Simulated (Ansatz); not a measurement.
System: C4H4BrCl2F.

The calculation's input:

```
crystal:
  periodic: [false, false, false]
  atoms:
    - symbol: C
      position_ang: [-2.095977, -1.505247, 0.512552]
    - symbol: C
      position_ang: [-1.672441, -0.254998, 1.264471]
    - symbol: C
      position_ang: [-0.900345, -2.356686, 0.148634]
    - symbol: C
      position_ang: [-0.485274, -2.505300, -1.117245]
    - symbol: Br
      position_ang: [0.974081, -3.540763, -1.648540]
    - symbol: Cl
      position_ang: [-3.097999, 0.658495, 1.845862]
    - symbol: Cl
      position_ang: [-0.133513, -3.112257, 1.503950]
    - symbol: F
      position_ang: [-2.753688, -1.131623, -0.639362]
    - symbol: H
      position_ang: [-2.790812, -2.099623, 1.135209]
    - symbol: H
      position_ang: [-1.056935, -0.521627, 2.133897]
    - symbol: H
      position_ang: [-1.097434, 0.398034, 0.591663]
    - symbol: H
      position_ang: [-1.026014, -2.010591, -1.926021]
basis:
  gaussian: {orbitals: def2-SVPD}
hamiltonian: {xc: {name: PBE0}}
output: {forces: true, orbitals: {seedname: orbitals}}
```

Launched as:

```sh
ansatz run input.yaml --threads 4 --pin off --max-ram 7830MiB --events-out events.jsonl --progress --plain --runs-dir runs
```

Geometry: r2SCAN-D4/def2-SVP.

Computed with isolated molecule in a Gaussian basis; Kohn-Sham density functional theory, functional PBE0 (Ansatz).

**What can the converged electron density and electron localisation function tell about the bonding?**

C–C (1.34 Å): ρ is about 2.2 e/Å³ halfway; the ELF peaks at about 0.90 between the atoms (a short, multiple covalent bond).
C–F (1.38 Å): the density is about 2.1 e/Å³ at the midpoint, with its minimum of 1.6 e/Å³ about 0.5 Å from C; the ELF peaks at about 0.85 between the atoms (a polar covalent bond).
C–Cl (1.73 Å): ρ at the midpoint is about 1.4 e/Å³; the ELF peaks at about 0.90 between the atoms: localised, covalent bonding.
C–Br (1.87 Å): the density is about 1.2 e/Å³ at the midpoint; the ELF peaks at about 0.90 between the atoms (localised, covalent bonding).

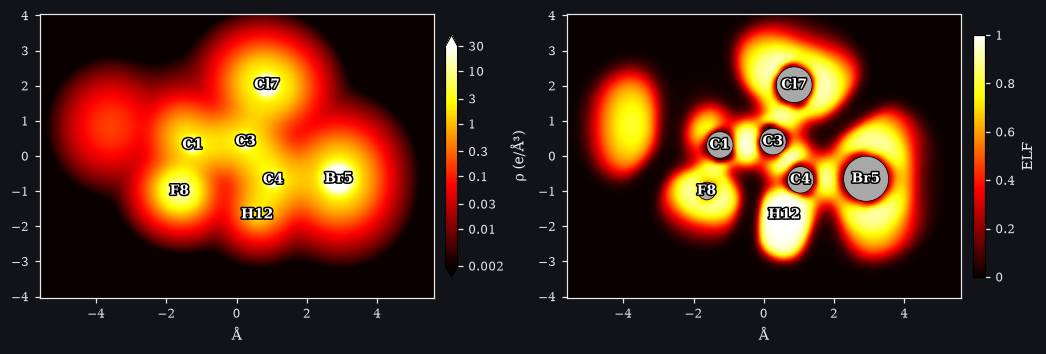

Computed electron density and electron localisation function on the plane of atoms C3, C4 and H12, in this order. Grey discs cover the atomic cores in the ELF map. 
